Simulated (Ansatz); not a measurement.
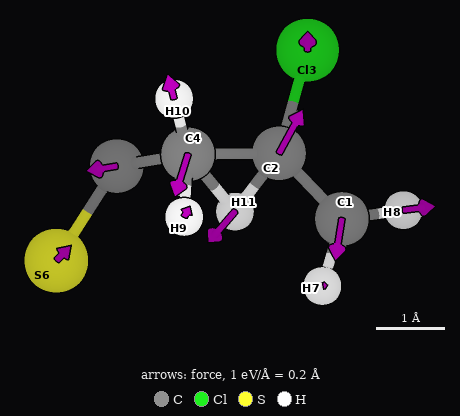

Starting geometry of C$_{4}$H$_{5}$ClS with the computed forces as purple arrows. A ball-and-stick model, seen face on.

The run prepares an end point of a later path (hydrogen shift) calculation, from a guessed geometry.

All numbers below come from RKS BLYP-D4/def2-SVP in Ansatz. Settings: no spin polarisation; force threshold 0.02 eV/Å; at most 50 steps.

What follows when this structure is relaxed?

It isn't relaxed: the largest force vector, on an H atom, is 4.36 eV/Å. The final displacements have little in common with the starting forces (cosine between the two patterns 0.02). After 39 accepted moves (40 points after the start) the energy has fallen by 172.5 kcal/mol. The largest force component goes from 3.6 to 0.0044 eV/Å. The line search rejected the trial step at point 32 of the run. An H atom moves most after the best rigid fit: 2.16 Å. Largest moves by element: H 2.16 Å, Cl 1.74 Å, S 1.43 Å, C 1.20 Å. Near-neighbour distances that change, for instance: Cl–S 4.850 → 2.998 Å, C–Cl 1.707 → 3.304 Å, C–Cl 3.309 → 1.794 Å, C–Cl 2.608 → 3.776 Å. New bonds form: C–Cl (3.31 → 1.79 Å). Bonds break: C–Cl (1.71 → 3.30 Å). Bond angles that change, for instance: C–C–H 60.3° → 115.1°, C–C–H 80.5° → 120.3°, C–C–C 130.1° → 124.6°. Cost: 3.9 min on 2 threads of Arm Neoverse N1 (shared host), peak memory 0.26 GiB.
